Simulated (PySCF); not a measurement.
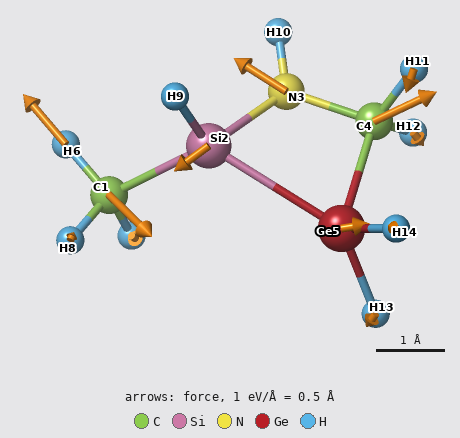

Starting geometry of C2H9GeNSi with the computed forces as orange arrows. The picture is a ball-and-stick view, seen at a tilt.

The start comes from GFN2-xTB. Its atoms were then displaced at random by about 0.01 Å.

These are results of PySCF, PBE0-D3(BJ)/def2-SVP geometry optimisation, gas phase, not measurements. 

What follows when this structure is relaxed?

It isn't relaxed: the largest force vector, on a C atom, is 2.56 eV/Å. The final displacements have little in common with the starting forces (cosine between the two patterns 0.25). After 9 geometry steps the energy has fallen by 0.284 eV. The atom that moves furthest after the best rigid fit is an H atom (0.23 Å). By element the largest moves are H 0.23 Å, N 0.14 Å, C 0.09 Å, Ge 0.07 Å, Si 0.04 Å. Some distances before and after: C–H 1.048 → 1.102 Å, C–N 1.410 → 1.459 Å, C–Si 1.915 → 1.877 Å, C–H 1.135 → 1.106 Å. Among the angles between lasting bonds that change: Si–Ge–H 129.7° → 119.3°, H–Ge–H 101.3° → 108.6°, Ge–Si–H 113.3° → 118.2°. The run took 93 s on 1 thread of Arm Neoverse V2 (shared host).
